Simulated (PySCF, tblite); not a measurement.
**bis(trifluoromethyl)thioketene (C₄F₆S): a rotation path, then NMR shifts on frames**

Aim: move bis(trifluoromethyl)thioketene (C₄F₆S) (`FC(F)(F)C(=C=S)C(F)(F)F`) away from its starting geometry and see how NMR shifts follow the geometry.

The runs use tblite 0.8.0 and PySCF 2.14.0, with density-fitted response routines of our own; the level of theory stands in each step. All values are computed, except where a source is named. Atoms are numbered from 0 throughout.

**1. The starting structure**

11 atoms, charge 0, multiplicity 1; geometry from: GFN2-xTB.

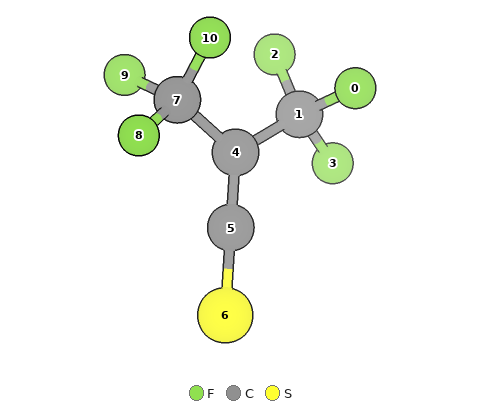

The starting geometry (fluorine green, carbon grey, sulfur yellow), atoms numbered.

**2. A band between two rotamers with GFN2-xTB**

Job settings and geometry (Å):

```
{"job": {"kind": "neb", "xc": "GFN2-xTB", "basis": "xTB", "atoms": [0, 1, 4, 7], "turn": 120}, "charge": 0, "multiplicity": 1}
F      1.985074    -0.687260    -0.680788
C      1.329787    -0.022171     0.280768
F      1.380624    -0.777452     1.377665
F      2.037621     1.085766     0.525609
C     -0.086081     0.307186    -0.116597
C     -0.421581     1.500085    -0.559952
S     -0.811529     2.890563    -1.076562
C     -1.097100    -0.801800     0.020908
F     -2.182260    -0.567303    -0.724720
F     -1.526300    -0.943894     1.282643
F     -0.602831    -1.981049    -0.354937
```

With the program's defaults for keys left out, this is: GFN2-xTB climbing-image nudged elastic band, gas phase.

Launch:

```
$ OMP_NUM_THREADS=1 python probes_run.py task.json out
```

This one command runs all jobs of the session in turn.

Output:

```text
image   E - E0 / eV
  0       0.0000
  1       0.0053
  2       0.0171
  3       0.0283
  4       0.0333
  5       0.0294
  6       0.0185
  7       0.0063
  8       0.0000
```

It took 2.8 s on 1 thread of Arm Neoverse V2, shared host; peak memory 0.18 GiB.

The final band, with the dihedral F0–C1–C4–C7:

```
image  dihedral (°)  energy (eV)  energy (kcal/mol)
    0            80        0.000                0.0
    1            95        0.005                0.1
    2           111        0.017                0.4
    3           128        0.028                0.7
    4           144        0.033                0.8
    5           159        0.029                0.7
    6           173        0.019                0.4
    7           186        0.006                0.1
    8           200        0.000                0.0
```

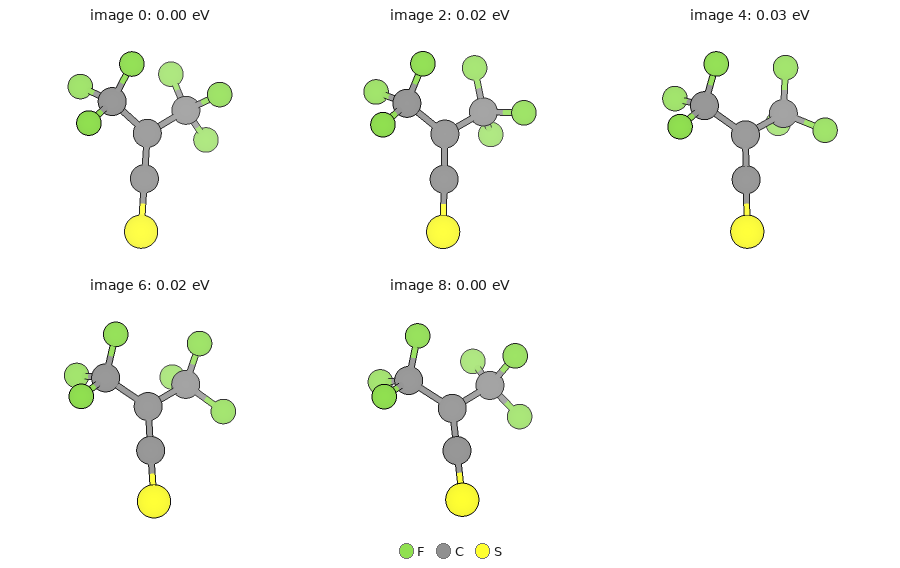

Images along the band.

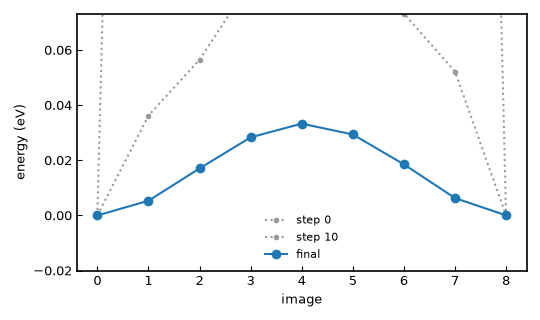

Energy along the band, early and final.

**3. NMR shieldings: image 0, PBE0/pcSseg-1**

Job settings and geometry (Å):

```
{"job": {"kind": "nmr", "xc": "PBE0", "basis": "pcSseg-1", "pop": false}, "charge": 0, "multiplicity": 1}
F      1.985100    -0.687300    -0.680800
C      1.329800    -0.022200     0.280800
F      1.380600    -0.777500     1.377700
F      2.037600     1.085800     0.525600
C     -0.086100     0.307200    -0.116600
C     -0.421600     1.500100    -0.560000
S     -0.811500     2.890600    -1.076600
C     -1.097100    -0.801800     0.020900
F     -2.182300    -0.567300    -0.724700
F     -1.526300    -0.943900     1.282600
F     -0.602800    -1.981000    -0.354900
```

Method: GIAO PBE0/pcSseg-1 NMR shielding, non-relativistic, gas phase.

Output:

```text
coarse grid: 12488 points
cycle   1  E = -1148.3245764565  dE =  2.182e+00  |g| = 1.239e+00  |ddm| = 3.800e+00
cycle   2  E = -1147.9596235467  dE =  3.650e-01  |g| = 1.987e+00  |ddm| = 2.084e+00
cycle   3  E = -1148.5654125130  dE = -6.058e-01  |g| = 2.556e-01  |ddm| = 1.525e+00
cycle   4  E = -1148.5805334511  dE = -1.512e-02  |g| = 1.114e-01  |ddm| = 3.614e-01
cycle   5  E = -1148.5838668839  dE = -3.333e-03  |g| = 3.181e-02  |ddm| = 1.202e-01
cycle   6  E = -1148.5840804915  dE = -2.136e-04  |g| = 8.512e-03  |ddm| = 2.876e-02
cycle   7  E = -1148.5840966486  dE = -1.616e-05  |g| = 1.759e-03  |ddm| = 8.520e-03
cycle   8  E = -1148.5840973281  dE = -6.795e-07  |g| = 5.319e-04  |ddm| = 2.403e-03
final grid: 126208 points
cycle   9  E = -1148.6899141813  dE = -4.891e-05  |g| = 1.011e-02  |ddm| = 3.613e-02
cycle  10  E = -1148.6898270645  dE =  8.712e-05  |g| = 2.105e-02  |ddm| = 2.694e-02
cycle  11  E = -1148.6899364026  dE = -1.093e-04  |g| = 1.969e-03  |ddm| = 2.010e-02
cycle  12  E = -1148.6899373198  dE = -9.172e-07  |g| = 3.556e-04  |ddm| = 1.888e-03
cycle  13  E = -1148.6899373389  dE = -1.914e-08  |g| = 1.421e-04  |ddm| = 3.311e-04
cycle  14  E = -1148.6899373429  dE = -3.925e-09  |g| = 5.381e-05  |ddm| = 1.548e-04
cycle  15  E = -1148.6899373435  dE = -6.894e-10  |g| = 9.745e-06  |ddm| = 5.720e-05
converged SCF energy = -1148.6899373435

GIAO shielding tensors (ppm)
atom      isotropic    diamagn.    paramagn.     s11        s22        s33       span
  0 F      227.617     472.558    -244.942    152.055    211.865    318.930    166.876
  1 C       52.645     234.782    -182.137     40.034     51.971     65.929     25.895
  2 F      240.163     472.737    -232.574    174.020    232.376    314.092    140.072
  3 F      246.853     471.857    -225.004    168.950    225.910    345.698    176.748
  4 C      100.498     267.096    -166.598     42.247    119.679    139.567     97.320
  5 C      -62.761     260.213    -322.974   -169.175    -71.731     52.623    221.799
  6 S       50.215    1056.799   -1006.584   -368.747    -33.035    552.427    921.174
  7 C       52.666     234.780    -182.114     40.058     51.999     65.941     25.884
  8 F      246.819     471.853    -225.034    168.925    225.820    345.712    176.787
  9 F      227.637     472.571    -244.934    152.090    211.888    318.934    166.844
 10 F      240.213     472.727    -232.514    174.131    232.454    314.054    139.923
```

Wall time 24 s (1 thread of Arm Neoverse V2, shared host); peak memory 0.84 GiB.

Shifts follow as δ = σ(reference) − σ, with reference shieldings (ppm) from runs at the same level and on the same kind of geometry: ¹³C TMS 186.9, ¹⁹F CFCl3 170.9, ³³S CS2 504. The references are single molecules in the gas phase, so shifts against H2O, NH3, PH3, H3PO4 or CFCl3 are not on the usual liquid scales and can be off by tens of ppm. Each atom is listed at this fixed geometry, with no averaging over motion; a spectrum would average atoms that exchange fast.

```
atoms                      environment  σ (ppm)  δ (ppm)
   C5                  cumulene carbon    -62.8    249.7
   C1                       CF3 carbon     52.6    134.3
   C7                       CF3 carbon     52.7    134.3
   C4  fully substituted alkene carbon    100.5     86.4
   F0          fluorine of a CF3 group    227.6    -56.7
   F9          fluorine of a CF3 group    227.6    -56.7
   F2          fluorine of a CF3 group    240.2    -69.2
  F10          fluorine of a CF3 group    240.2    -69.3
   F8          fluorine of a CF3 group    246.8    -75.9
   F3          fluorine of a CF3 group    246.9    -75.9
   S6                    thione sulfur       50      454
```

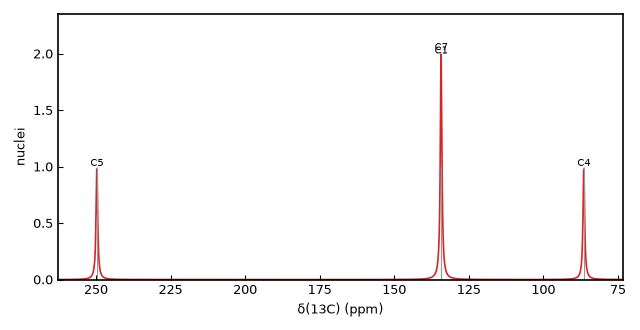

¹³C lines at the computed shifts, without couplings. Lines are broadened to a width of 0.65 ppm (Lorentzian).

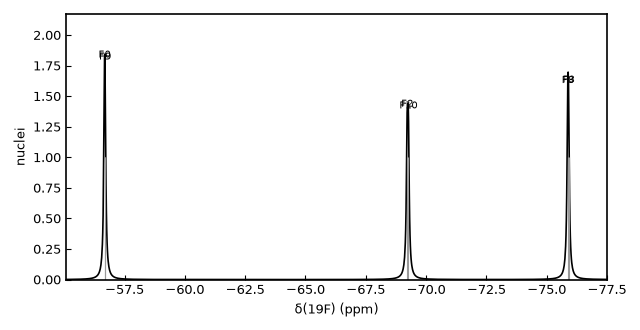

¹⁹F lines at the computed shifts, without couplings. Lines are broadened to a width of 0.08 ppm (Lorentzian).

**4. Nuclear shieldings: image 2, PBE0/pcSseg-1**

Job settings and geometry (Å):

```
{"job": {"kind": "nmr", "xc": "PBE0", "basis": "pcSseg-1", "pop": false}, "charge": 0, "multiplicity": 1}
F      2.151100    -0.185400    -0.793000
C      1.343400    -0.025400     0.267100
F      1.440900    -1.126100     1.002500
F      1.867800     0.980200     0.983000
C     -0.075700     0.270900    -0.149900
C     -0.386200     1.431900    -0.689500
S     -0.751700     2.782700    -1.317000
C     -1.127900    -0.777400     0.103500
F     -2.225500    -0.544700    -0.625300
F     -1.518500    -0.796700     1.385900
F     -0.712200    -2.007400    -0.193400
```

With the program's defaults for keys left out, this is: GIAO PBE0/pcSseg-1 NMR shielding, non-relativistic, gas phase.

Output:

```text
coarse grid: 12488 points
cycle   1  E = -1148.3220452434  dE =  2.181e+00  |g| = 1.240e+00  |ddm| = 3.674e+00
cycle   2  E = -1147.9561950515  dE =  3.659e-01  |g| = 1.989e+00  |ddm| = 2.083e+00
cycle   3  E = -1148.5628999172  dE = -6.067e-01  |g| = 2.587e-01  |ddm| = 1.514e+00
cycle   4  E = -1148.5785556983  dE = -1.566e-02  |g| = 1.110e-01  |ddm| = 3.627e-01
cycle   5  E = -1148.5818768729  dE = -3.321e-03  |g| = 3.154e-02  |ddm| = 1.195e-01
cycle   6  E = -1148.5820857995  dE = -2.089e-04  |g| = 8.548e-03  |ddm| = 2.820e-02
cycle   7  E = -1148.5821021790  dE = -1.638e-05  |g| = 1.711e-03  |ddm| = 8.494e-03
cycle   8  E = -1148.5821028459  dE = -6.669e-07  |g| = 4.807e-04  |ddm| = 2.378e-03
final grid: 126208 points
cycle   9  E = -1148.6878257089  dE = -4.855e-05  |g| = 1.012e-02  |ddm| = 3.565e-02
cycle  10  E = -1148.6877387073  dE =  8.700e-05  |g| = 2.106e-02  |ddm| = 2.702e-02
cycle  11  E = -1148.6878478484  dE = -1.091e-04  |g| = 1.993e-03  |ddm| = 2.009e-02
cycle  12  E = -1148.6878487899  dE = -9.415e-07  |g| = 3.626e-04  |ddm| = 1.915e-03
cycle  13  E = -1148.6878488100  dE = -2.017e-08  |g| = 1.479e-04  |ddm| = 3.318e-04
cycle  14  E = -1148.6878488144  dE = -4.350e-09  |g| = 5.545e-05  |ddm| = 1.607e-04
cycle  15  E = -1148.6878488151  dE = -7.399e-10  |g| = 8.679e-06  |ddm| = 5.757e-05
converged SCF energy = -1148.6878488151

GIAO shielding tensors (ppm)
atom      isotropic    diamagn.    paramagn.     s11        s22        s33       span
  0 F      223.620     472.391    -248.771    153.972    193.559    323.329    169.357
  1 C       52.168     234.965    -182.797     41.999     50.781     63.725     21.727
  2 F      244.138     472.402    -228.264    186.445    239.190    306.778    120.332
  3 F      231.845     472.381    -240.536    164.553    196.805    334.177    169.624
  4 C      100.743     266.087    -165.343     39.141    120.134    142.955    103.814
  5 C      -65.417     259.710    -325.127   -169.955    -75.017     48.722    218.677
  6 S       47.420    1056.663   -1009.243   -363.496    -34.461    540.217    903.713
  7 C       52.428     234.882    -182.454     39.984     51.692     65.610     25.626
  8 F      246.900     471.739    -224.840    169.616    225.348    345.735    176.118
  9 F      227.070     472.962    -245.892    153.093    208.333    319.784    166.690
 10 F      238.562     472.686    -234.124    174.118    228.948    312.621    138.503
```

It took 23 s on 1 thread of Arm Neoverse V2, shared host; peak memory 0.9 GiB.

This run: δ C5 252.3, C1 134.8, C7 134.5, C4 86.2 ppm.

**5. NMR shieldings: image 4, PBE0/pcSseg-1**

Job settings and geometry (Å):

```
{"job": {"kind": "nmr", "xc": "PBE0", "basis": "pcSseg-1", "pop": false}, "charge": 0, "multiplicity": 1}
F      2.235200     0.339500    -0.691300
C      1.355000    -0.035800     0.247300
F      1.593200    -1.312600     0.519600
F      1.667600     0.663900     1.351200
C     -0.060900     0.225200    -0.204700
C     -0.356700     1.356200    -0.814200
S     -0.701000     2.659500    -1.545500
C     -1.151200    -0.741300     0.181600
F     -2.258300    -0.518100    -0.537400
F     -1.502400    -0.618300     1.470500
F     -0.815000    -2.015600    -0.003100
```

Level: GIAO PBE0/pcSseg-1 NMR shielding, non-relativistic, gas phase.

Output:

```text
coarse grid: 12488 points
cycle   1  E = -1148.3197364889  dE =  2.179e+00  |g| = 1.242e+00  |ddm| = 3.650e+00
cycle   2  E = -1147.9497082957  dE =  3.700e-01  |g| = 1.996e+00  |ddm| = 2.056e+00
cycle   3  E = -1148.5612580336  dE = -6.115e-01  |g| = 2.603e-01  |ddm| = 1.501e+00
cycle   4  E = -1148.5771129778  dE = -1.585e-02  |g| = 1.115e-01  |ddm| = 3.658e-01
cycle   5  E = -1148.5804614680  dE = -3.348e-03  |g| = 3.162e-02  |ddm| = 1.197e-01
cycle   6  E = -1148.5806714409  dE = -2.100e-04  |g| = 8.561e-03  |ddm| = 2.839e-02
cycle   7  E = -1148.5806878953  dE = -1.645e-05  |g| = 1.710e-03  |ddm| = 8.533e-03
cycle   8  E = -1148.5806885599  dE = -6.646e-07  |g| = 4.802e-04  |ddm| = 2.378e-03
final grid: 126208 points
cycle   9  E = -1148.6872859588  dE = -5.199e-05  |g| = 1.011e-02  |ddm| = 3.778e-02
cycle  10  E = -1148.6872011767  dE =  8.478e-05  |g| = 2.089e-02  |ddm| = 2.647e-02
cycle  11  E = -1148.6873076540  dE = -1.065e-04  |g| = 2.062e-03  |ddm| = 1.988e-02
cycle  12  E = -1148.6873086675  dE = -1.013e-06  |g| = 3.759e-04  |ddm| = 2.004e-03
cycle  13  E = -1148.6873086902  dE = -2.269e-08  |g| = 1.391e-04  |ddm| = 3.265e-04
cycle  14  E = -1148.6873086939  dE = -3.719e-09  |g| = 5.677e-05  |ddm| = 1.538e-04
cycle  15  E = -1148.6873086947  dE = -7.756e-10  |g| = 9.515e-06  |ddm| = 5.971e-05
converged SCF energy = -1148.6873086947

GIAO shielding tensors (ppm)
atom      isotropic    diamagn.    paramagn.     s11        s22        s33       span
  0 F      235.058     472.140    -237.082    165.795    202.005    337.374    171.579
  1 C       52.279     234.967    -182.688     42.076     50.924     63.836     21.760
  2 F      243.207     472.150    -228.943    182.030    244.913    302.678    120.648
  3 F      221.890     472.887    -250.997    147.685    194.595    323.391    175.705
  4 C      101.439     265.280    -163.840     39.465    121.326    143.527    104.061
  5 C      -64.830     260.468    -325.298   -171.545    -76.099     53.153    224.698
  6 S       55.660    1056.697   -1001.037   -337.971    -33.383    538.333    876.305
  7 C       52.507     234.837    -182.329     40.320     51.581     65.621     25.300
  8 F      245.303     471.894    -226.591    168.803    221.009    346.096    177.293
  9 F      226.406     473.207    -246.801    149.963    208.811    320.443    170.480
 10 F      238.100     472.193    -234.094    171.659    236.130    306.510    134.850
```

Wall time 24 s (1 thread of Arm Neoverse V2, shared host); peak memory 0.87 GiB.

In short: δ C5 251.8, C1 134.6, C7 134.4, C4 85.5 ppm.

**6. NMR shieldings: image 6, PBE0/pcSseg-1**

Job settings and geometry (Å):

```
{"job": {"kind": "nmr", "xc": "PBE0", "basis": "pcSseg-1", "pop": false}, "charge": 0, "multiplicity": 1}
F      2.223500     0.738600    -0.399100
C      1.346900    -0.051600     0.230900
F      1.723000    -1.308700    -0.004700
F      1.509900     0.161500     1.543700
C     -0.061600     0.233700    -0.226100
C     -0.343400     1.307600    -0.934900
S     -0.667600     2.543300    -1.783900
C     -1.153400    -0.683700     0.264100
F     -2.263800    -0.545100    -0.470000
F     -1.501300    -0.424600     1.533400
F     -0.806600    -1.968400     0.220600
```

Method: GIAO PBE0/pcSseg-1 NMR shielding, non-relativistic, gas phase.

Output:

```text
coarse grid: 12488 points
cycle   1  E = -1148.3217773908  dE =  2.179e+00  |g| = 1.242e+00  |ddm| = 3.778e+00
cycle   2  E = -1147.9514460047  dE =  3.703e-01  |g| = 1.997e+00  |ddm| = 2.047e+00
cycle   3  E = -1148.5634816444  dE = -6.120e-01  |g| = 2.576e-01  |ddm| = 1.503e+00
cycle   4  E = -1148.5788687932  dE = -1.539e-02  |g| = 1.119e-01  |ddm| = 3.651e-01
cycle   5  E = -1148.5822335277  dE = -3.365e-03  |g| = 3.196e-02  |ddm| = 1.205e-01
cycle   6  E = -1148.5824495001  dE = -2.160e-04  |g| = 8.514e-03  |ddm| = 2.902e-02
cycle   7  E = -1148.5824656754  dE = -1.618e-05  |g| = 1.759e-03  |ddm| = 8.552e-03
cycle   8  E = -1148.5824663517  dE = -6.763e-07  |g| = 5.332e-04  |ddm| = 2.398e-03
final grid: 126208 points
cycle   9  E = -1148.6891170843  dE = -5.118e-05  |g| = 1.017e-02  |ddm| = 3.511e-02
cycle  10  E = -1148.6890322669  dE =  8.482e-05  |g| = 2.095e-02  |ddm| = 2.620e-02
cycle  11  E = -1148.6891389282  dE = -1.067e-04  |g| = 2.100e-03  |ddm| = 1.985e-02
cycle  12  E = -1148.6891399816  dE = -1.053e-06  |g| = 3.592e-04  |ddm| = 2.018e-03
cycle  13  E = -1148.6891400017  dE = -2.013e-08  |g| = 1.363e-04  |ddm| = 3.010e-04
cycle  14  E = -1148.6891400053  dE = -3.593e-09  |g| = 5.517e-05  |ddm| = 1.508e-04
cycle  15  E = -1148.6891400060  dE = -7.296e-10  |g| = 1.035e-05  |ddm| = 5.829e-05
converged SCF energy = -1148.6891400060

GIAO shielding tensors (ppm)
atom      isotropic    diamagn.    paramagn.     s11        s22        s33       span
  0 F      247.433     471.897    -224.464    168.704    225.949    347.646    178.943
  1 C       52.833     234.574    -181.741     40.267     51.992     66.240     25.972
  2 F      236.300     472.243    -235.943    166.016    233.812    309.072    143.056
  3 F      229.983     472.933    -242.950    153.006    217.664    319.278    166.272
  4 C      101.261     266.526    -165.265     42.700    120.952    140.130     97.429
  5 C      -62.043     260.831    -322.873   -170.635    -72.775     57.281    227.916
  6 S       58.639    1056.824    -998.185   -342.353    -32.497    550.767    893.120
  7 C       52.732     234.635    -181.903     40.472     51.941     65.784     25.311
  8 F      245.383     471.975    -226.592    168.302    221.784    346.063    177.761
  9 F      226.639     472.835    -246.197    148.567    211.695    319.654    171.087
 10 F      239.272     472.284    -233.012    171.616    239.217    306.982    135.366
```

Wall time 24 s (1 thread of Arm Neoverse V2, shared host); peak memory 0.87 GiB.

This run: δ C5 249.0, C7 134.2, C1 134.1, C4 85.7 ppm.

**7. Shielding tensors: image 8, PBE0/pcSseg-1**

Job settings and geometry (Å):

```
{"job": {"kind": "nmr", "xc": "PBE0", "basis": "pcSseg-1", "pop": false}, "charge": 0, "multiplicity": 1}
F      2.158000     0.978000     0.031600
C      1.340600    -0.063300     0.221000
F      1.867300    -1.089400    -0.461900
F      1.400000    -0.386500     1.512600
C     -0.065300     0.253300    -0.220000
C     -0.329500     1.238500    -1.051600
S     -0.641800     2.386900    -2.019300
C     -1.156500    -0.616900     0.349000
F     -2.269700    -0.550500    -0.389100
F     -1.500400    -0.248800     1.591100
F     -0.797100    -1.898700     0.410600
```

Level: GIAO PBE0/pcSseg-1 NMR shielding, non-relativistic, gas phase.

Output:

```text
coarse grid: 12488 points
cycle   1  E = -1148.3244331376  dE =  2.182e+00  |g| = 1.239e+00  |ddm| = 3.800e+00
cycle   2  E = -1147.9587645008  dE =  3.657e-01  |g| = 1.989e+00  |ddm| = 2.088e+00
cycle   3  E = -1148.5653748887  dE = -6.066e-01  |g| = 2.559e-01  |ddm| = 1.529e+00
cycle   4  E = -1148.5805405699  dE = -1.517e-02  |g| = 1.114e-01  |ddm| = 3.618e-01
cycle   5  E = -1148.5838757693  dE = -3.335e-03  |g| = 3.184e-02  |ddm| = 1.202e-01
cycle   6  E = -1148.5840898939  dE = -2.141e-04  |g| = 8.513e-03  |ddm| = 2.880e-02
cycle   7  E = -1148.5841060484  dE = -1.615e-05  |g| = 1.759e-03  |ddm| = 8.520e-03
cycle   8  E = -1148.5841067277  dE = -6.793e-07  |g| = 5.319e-04  |ddm| = 2.404e-03
final grid: 126208 points
cycle   9  E = -1148.6898554590  dE = -4.754e-05  |g| = 9.942e-03  |ddm| = 3.570e-02
cycle  10  E = -1148.6897716731  dE =  8.379e-05  |g| = 2.066e-02  |ddm| = 2.630e-02
cycle  11  E = -1148.6898769202  dE = -1.052e-04  |g| = 1.971e-03  |ddm| = 1.967e-02
cycle  12  E = -1148.6898778351  dE = -9.149e-07  |g| = 3.490e-04  |ddm| = 1.866e-03
cycle  13  E = -1148.6898778542  dE = -1.909e-08  |g| = 1.347e-04  |ddm| = 3.109e-04
cycle  14  E = -1148.6898778576  dE = -3.372e-09  |g| = 5.269e-05  |ddm| = 1.412e-04
cycle  15  E = -1148.6898778583  dE = -6.660e-10  |g| = 1.116e-05  |ddm| = 5.808e-05
converged SCF energy = -1148.6898778583

GIAO shielding tensors (ppm)
atom      isotropic    diamagn.    paramagn.     s11        s22        s33       span
  0 F      246.722     471.833    -225.111    168.779    225.847    345.542    176.763
  1 C       52.661     234.772    -182.111     40.069     52.037     65.876     25.807
  2 F      227.492     472.541    -245.048    152.013    211.538    318.925    166.912
  3 F      240.223     472.748    -232.525    174.353    232.327    313.989    139.637
  4 C      100.498     267.107    -166.609     42.200    119.711    139.584     97.384
  5 C      -62.817     260.157    -322.974   -169.123    -71.618     52.291    221.414
  6 S       49.438    1056.791   -1007.353   -370.948    -33.258    552.519    923.467
  7 C       52.609     234.807    -182.199     40.012     51.988     65.825     25.813
  8 F      246.940     471.844    -224.904    169.132    226.061    345.629    176.498
  9 F      227.429     472.622    -245.193    151.920    211.492    318.875    166.955
 10 F      240.144     472.728    -232.584    174.112    232.268    314.050    139.938
```

Wall time 23 s (1 thread of Arm Neoverse V2, shared host); peak memory 0.87 GiB.

In short: δ C5 249.7, C7 134.3, C1 134.3, C4 86.4 ppm.

**8. Side by side: NMR shifts**

Shifts (ppm) of some atoms, chosen among heavy atoms and hydrogens apart, with basis size and wall time:

```
  frame     C5     F0     F2     F3   S6  functions  time
image 0  249.7  -56.7  -69.2  -75.9  454        194  24 s
image 2  252.3  -52.7  -73.2  -60.9  456        194  23 s
image 4  251.8  -64.1  -72.3  -50.9  448        194  24 s
image 6  249.0  -76.5  -65.4  -59.0  445        194  24 s
image 8  249.7  -75.8  -56.5  -69.3  454        194  23 s
```

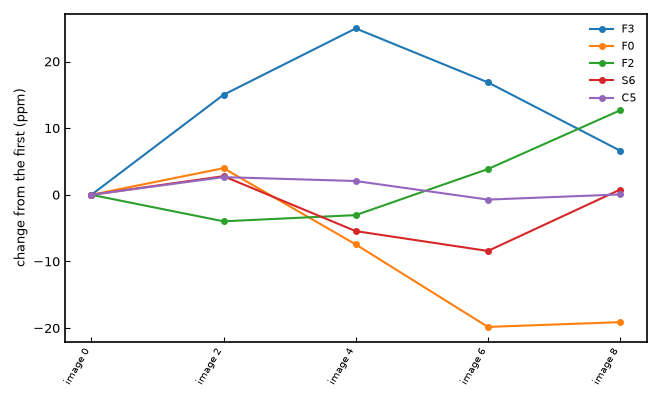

How the tabulated atoms move from run to run.

**9. Summary of results**

| quantity | value |
| --- | --- |
| barrier | 0.033 eV (0.8 kcal/mol) at image 4 |
| end to end (GFN2-xTB) | 0.000 eV |
| ¹³C shifts against TMS (PBE0/pcSseg-1, image 0) | 249.7, 134.3, 134.3, 86.4 ppm |
| ¹⁹F shifts against CFCl3 (PBE0/pcSseg-1, image 0) | -56.7, -56.7, -69.2, -69.3, -75.9, -75.9 ppm |
| ³³S shifts against CS2 (PBE0/pcSseg-1, image 0) | 454 ppm |
| range of the shift of F3 | -75.9 to -50.9 ppm |

Along the band the dihedral turns by 120°, and the top (dihedral 144°) lies 0.8 kcal/mol above the start (GFN2-xTB, rough), so at room temperature this motion is fast. The top was not checked by a frequency run. Shifts at one fixed geometry are not the observed spectrum, which averages over the motion. In the first frame run (image 0): Shielding is most anisotropic at S6 (span 921 ppm, paramagnetic term -1007 ppm). Across the 5 runs the shift of F3 moves most, between -75.9 (image 0) and -50.9 ppm (image 4).
